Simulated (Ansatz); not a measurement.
## A computed series for Ta: response to strain

Consider Ta in the bcc (W type) structure (space group Im-3m, No. 229; a = 3.254 Å; relaxed with 0.1 eV smearing). Axes: x, y, z lie along the cube axes.

Strains are applied to the cell and any free atomic positions relax.

Level of theory: LDA (Ansatz, a quantum-chemistry and plane-wave program, PAW, spin-orbit coupling left out).

Notes on the quantities. energy relative to the base: free energy F.

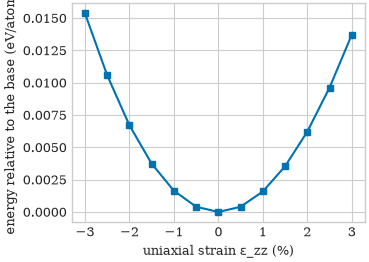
Figure. Energy relative to the base against uniaxial strain ε_zz

Task: From the plot, what is the energy relative to the base for uniaxial strain ε_zz = −1.00 %?

Result: About 0.002 eV/atom.

Task: Is the trend monotonic over the range shown?

Result: No, it turns within the range, spanning 0 meV/atom to +15 meV/atom.

No phonon test of stability was made. All final runs are without spin polarisation.
